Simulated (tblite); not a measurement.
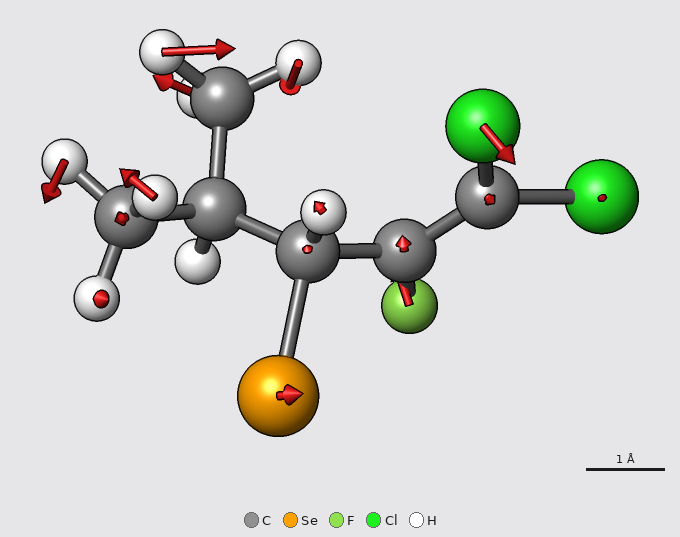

This is a relaxation of C6H8Cl2FSe (charge −1). The starting structure is drawn; red arrows show the displacements, at their true length. The two geometries are superimposed by the best rigid fit.

The picture is a ball-and-stick view, seen at a tilt.

Computed with GFN2-xTB geometry optimisation, gas phase in tblite. 

Atoms of which element are displaced furthest, and by how much?

Hydrogen: up to 0.99 Å, against 0.69 Å for chlorine.

What did the optimiser do to the structure, and how much energy did it gain?

An H atom moves most after the best rigid fit: 0.99 Å. By element the largest moves are H 0.99 Å, Cl 0.69 Å, F 0.61 Å, Se 0.39 Å, C 0.23 Å. Some distances before and after: C–Se 3.032 → 3.336 Å, C–H 1.135 → 1.089 Å, C–Se 1.950 → 1.993 Å, C–C 1.488 → 1.530 Å. Bond angles that change, for instance: C–C–C 118.9° → 126.9°, C–C–Se 106.6° → 113.0°, C–C–C 115.2° → 109.8°. Groups turn about C–C by about 60°, C–C by about 25°, C–C by about 25°. After 119 geometry steps the energy has fallen by 0.778 eV.
